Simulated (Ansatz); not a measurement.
**Profile along the As–In line in InAs (zinc blende)**

InAs (zinc blende)

Space group F-43m (No. 216); a = b = c = 6.0874 Å, α = β = γ = 90.00°

| atom | site | symmetry | x | y | z |
|---|---|---|---|---|---|
| As | 4c | -43m | 0.2500 | 0.2500 | 0.2500 |
| In | 4a | -43m | 0.0000 | 0.0000 | 0.0000 |
(The calculation used a cell of 2 atoms; values per cell refer to that cell.)

Fields along a shortest As–In line of a {110} plane (2.64 Å), from As to In, interpolated on the slice's grid (step about 0.2 Å). Method: PBEsol (plane waves to 420 eV, PAW, scalar-relativistic; Ansatz, a quantum-chemistry and plane-wave program). k mesh 9×9×9. These are valence fields of a PAW run, semicore shells included where kept as valence: close to a nucleus they are smooth pseudo fields. At this level the bands of InAs touch or barely overlap; measurements give the solid a gap. InAs was relaxed with its symmetry unable to fall. The PAW data are Ansatz's earlier set.

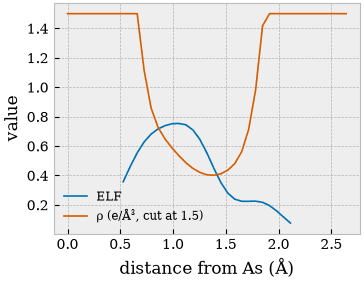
Fig. 1. ELF (away from the nuclei) and valence density from As to In.

Density on the As–In line (2.64 Å) at its density minimum, 1.4 Å from As: 0.40 e/Å³. ELF at that point: 0.4. ELF maximum in the middle third of the As–In line: 0.75, 1.1 Å from As.
